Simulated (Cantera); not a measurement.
Charge: 1 mol AlCl3, 1.4 mol O2, 46 mol H2, at 10.0 Pa.

Method: chemical equilibrium by Gibbs-energy minimisation in Cantera with the NASA 1993 tables (ideal gas, pure condensed phases). Candidate condensed phases: Al, AlCl3, Al2O3, H2O; 29 gas species. Condensed phases not in the tables: AlOCl. Kinetics and transport are ignored.

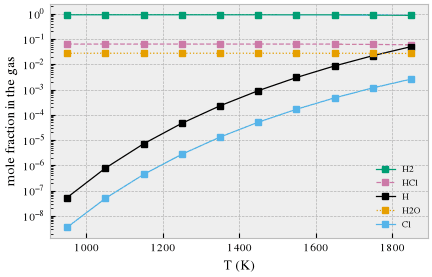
Figure: Equilibrium gas composition (values under 1e-9 drawn at 1e-9)

From 950 K to 1850 K the condensed part is Al2O3(s).
